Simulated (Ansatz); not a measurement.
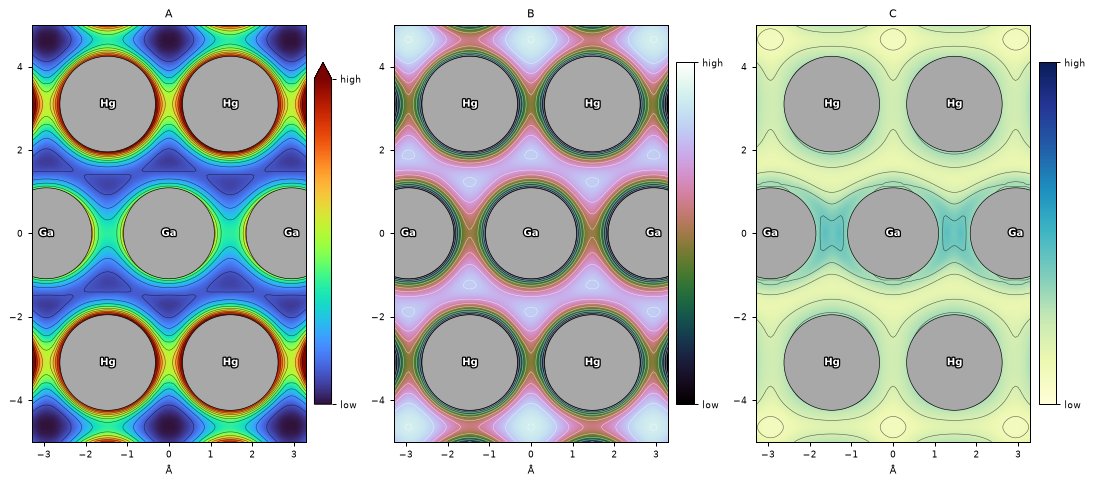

GaHg2: 3 fields on the (110) plane of the conventional cell, with unlabelled colour scales. Grey discs cover the atomic cores.

Space group P6/mmm; a structure generated by program, which may or may not match a known phase; computed without spin polarisation.

Level of theory: DFT PBE, scalar-relativistic, plane waves, PAW (Ansatz).

The panels show electron localisation function, electrostatic potential energy of an electron and valence pseudo-density in some order. Assign them.

Answer. Panel A: valence pseudo-density. Panel B: electrostatic potential energy of an electron (low next to the atoms, rising into the space between them). Panel C: electron localisation function. From the grid: Ga–Ga (2.94 Å): the density is about 0.19 e/Å³ at the midpoint; the ELF is about 0.40 at the midpoint. Hg–Hg (2.94 Å): the density is about 0.25 e/Å³ at the midpoint; the ELF is about 0.20 at the midpoint; no shared electron pair shows on this line.
